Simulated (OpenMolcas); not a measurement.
# A ladder of methods for [BCl2]+ (SMILES Cl[B+]Cl)

The species is [BCl2]+ (3 atoms), meant as a singlet with charge +1. As SMILES, `Cl[B+]Cl`. The coordinates come from a GFN2-xTB relaxation.

| atom | x (Å) | y (Å) | z (Å) |
| --- | --- | --- | --- |
| Cl | -1.2384 | 0.7665 | -0.5913 |
| B | 0.0007 | 0.0014 | 0.0006 |
| Cl | 1.2376 | -0.7678 | 0.5907 |

Quantity: the energy change with the B2–Cl3 bond stretched from 1.572 to 2.750 Å, in eV. The values are calculated.

```json
{"level": "HF/STO-3G (restricted)", "kind": "Hartree–Fock", "program": "OpenMolcas", "value (eV)": "5.71", "less FCI/STO-3G": "+1.46"}
{"level": "SVWN5/STO-3G (restricted)", "kind": "LDA", "program": "OpenMolcas", "value (eV)": "5.40", "less FCI/STO-3G": "+1.15"}
{"level": "B3LYP/STO-3G (restricted)", "kind": "global hybrid", "program": "OpenMolcas", "value (eV)": "4.96", "less FCI/STO-3G": "+0.71"}
{"level": "PBE0/STO-3G (restricted)", "kind": "global hybrid", "program": "OpenMolcas", "value (eV)": "5.33", "less FCI/STO-3G": "+1.08"}
{"level": "MP2/STO-3G (restricted)", "kind": "perturbation theory", "program": "OpenMolcas", "value (eV)": "5.16", "less FCI/STO-3G": "+0.91"}
{"level": "MRCI(2,2)/STO-3G", "kind": "multireference", "program": "OpenMolcas", "value (eV)": "4.22", "less FCI/STO-3G": "-0.03"}
{"level": "ACPF/STO-3G (restricted)", "kind": "coupled cluster or CI", "program": "OpenMolcas", "value (eV)": "3.64", "less FCI/STO-3G": "-0.61"}
{"level": "CISD/STO-3G (restricted)", "kind": "coupled cluster or CI", "program": "OpenMolcas", "value (eV)": "4.50", "less FCI/STO-3G": "+0.25"}
{"level": "FCI/STO-3G", "kind": "exact in the basis", "program": "OpenMolcas", "value (eV)": "4.25", "less FCI/STO-3G": "0.00"}
```

FCI/STO-3G is exact within its basis and frozen core, so for wave-function methods in that basis the difference is their error; functionals converge differently with the basis, so for them it is only a difference. Spin-restricted single references rise too steeply as a bond breaks, Hartree–Fock most of all. Perturbation and coupled-cluster corrections on them can overshoot downwards. The first shape isn't each level's own minimum. The values span 3.64 to 5.71 eV. All rows use very small basis sets, so even the best lies far from the true value.

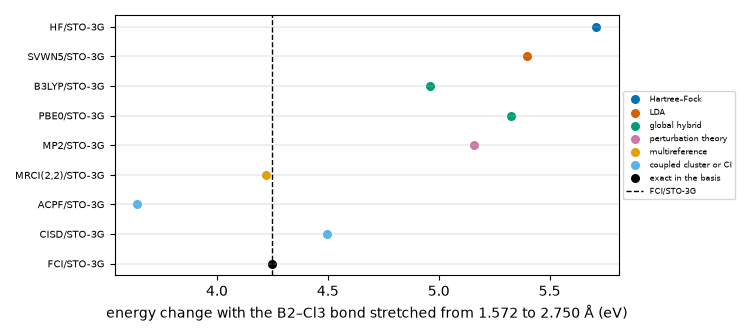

The values of the table, level by level.
